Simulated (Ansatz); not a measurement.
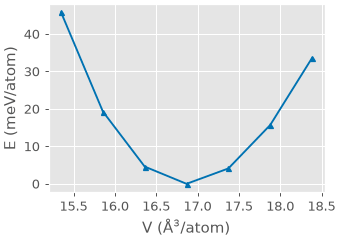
*ScAl₃ (Cu3Au type, Pm-3m) under volume change, DFT-PBEsol in the program Ansatz with PAW potentials, scaled uniformly.*

**Question.** What does a third-order Birch–Murnaghan fit give for V₀, B₀ and B′?

**Answer.** V₀ = 16.87 Å³/atom, B₀ = 91.4 GPa, B′ = 4.1.

The cell was relaxed with PBEsol under the symmetry of its start. No spin polarisation was allowed.

Potentials: the later of the program's two PAW sets.
